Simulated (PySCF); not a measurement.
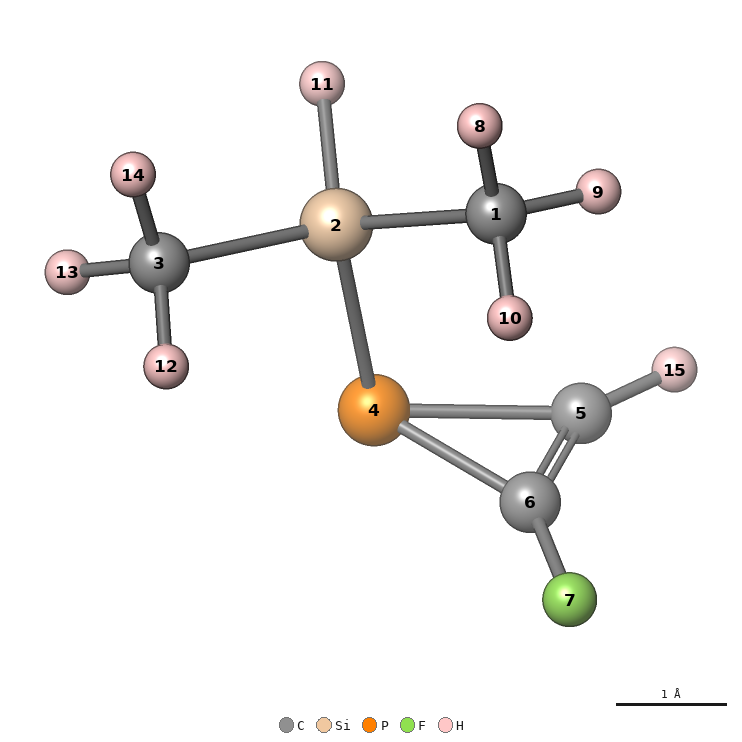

Orthographic view. Distant atoms are faded towards the background colour. The geometry was computed by an optimisation with PBE0-D3(BJ)/def2-SVP. No frequency run is at hand to confirm it as a minimum.

Write a MOL file (V2000) with the atoms in numerical order, bonds sorted by atom number with the orders drawn, and coordinates in the frame of the picture: x right, y up, z towards the viewer, origin at the mean position.

```
C4H8FPSi
                    3D

 15 15  0  0  0  0  0  0  0  0999 V2000
    0.8800    0.8000    1.0000 C   0  0  0  0  0  0  0  0  0  0  0  0
   -0.5800    0.7000   -0.1900 Si  0  0  0  0  0  4  0  0  0  0  0  0
   -2.2000    0.3600    0.7100 C   0  0  0  0  0  0  0  0  0  0  0  0
   -0.2400   -0.9900   -1.7200 P   0  0  0  0  0  0  0  0  0  0  0  0
    1.6500   -1.0200   -1.8500 C   0  0  0  0  0  0  0  0  0  0  0  0
    1.1900   -1.8300   -0.9600 C   0  0  0  0  0  0  0  0  0  0  0  0
    1.5500   -2.7200   -0.0700 F   0  0  0  0  0  0  0  0  0  0  0  0
    0.7300    1.6100    1.7400 H   0  0  0  0  0  0  0  0  0  0  0  0
    1.8100    1.0100    0.4500 H   0  0  0  0  0  0  0  0  0  0  0  0
    1.0000   -0.1500    1.5400 H   0  0  0  0  0  0  0  0  0  0  0  0
   -0.7100    1.9900   -0.9500 H   0  0  0  0  0  0  0  0  0  0  0  0
   -2.1300   -0.5900    1.2800 H   0  0  0  0  0  0  0  0  0  0  0  0
   -3.0300    0.2700    0.0000 H   0  0  0  0  0  0  0  0  0  0  0  0
   -2.4300    1.1600    1.4200 H   0  0  0  0  0  0  0  0  0  0  0  0
    2.5100   -0.6200   -2.4000 H   0  0  0  0  0  0  0  0  0  0  0  0
  1  2  1  0
  1  8  1  0
  1  9  1  0
  1 10  1  0
  2  3  1  0
  2  4  1  0
  2 11  1  0
  3 12  1  0
  3 13  1  0
  3 14  1  0
  4  5  1  0
  4  6  1  0
  5  6  2  0
  5 15  1  0
  6  7  1  0
M  END
```
